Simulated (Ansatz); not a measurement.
# Response to strain in W

Take W in the bcc (W type) structure (space group Im-3m, No. 229; a = 3.1688 Å; relaxed with 0.1 eV smearing) as the base. Axes: x, y, z lie along the cube axes.

Strains are applied to the cell and any free atomic positions relax.

All numbers come from DFT with r2SCAN, PAW potentials and a 500 eV plane-wave cutoff in Ansatz (an electronic-structure program), spin-orbit coupling left out.

Notes on the quantities. pressure: mean of the normal stresses, compression positive.

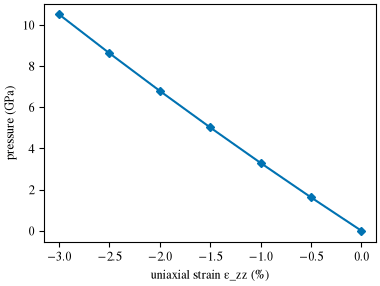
Figure: Pressure against uniaxial strain ε_zz

| uniaxial strain ε_zz (%) | pressure |
|---|---|
| -3 | 10.5 GPa |
| -2.5 | 8.6 GPa |
| -2 | 6.8 GPa |
| -1.5 | 5.0 GPa |
| -1 | 3.3 GPa |
| -0.5 | 1.6 GPa |

Whether these cells are dynamically stable was not tested. All final runs are without spin polarisation.
